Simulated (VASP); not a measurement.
Band structure of PbS (rock salt). Computed with vdW-DF-cx, VASP's PBE PAW potentials (set 64) (plane waves; VASP).

Unless said otherwise, spin-orbit coupling is left out, though it shifts the bands of the heavy elements here.

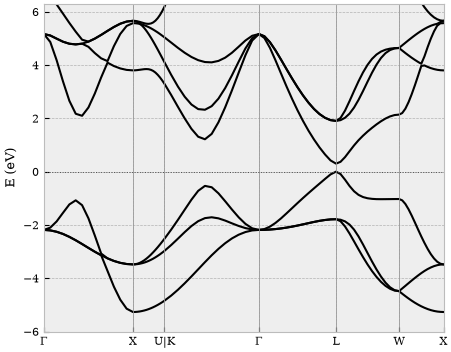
Bands along high-symmetry lines, zero at the valence-band maximum or, without a gap, the Fermi level

### Question
Read the plot: is there a gap, and where are the band edges?

### Answer
The gap is direct, 0.30 eV, from the valence maximum at L to the conduction minimum at L. (Edges off the drawn lines would not show.)

Measured: gap 0.37 eV (computed value off by -0.07 eV), as given by Wikipedia, List of semiconductor materials.

The compound is PbS in the rock salt structure. It was relaxed first.
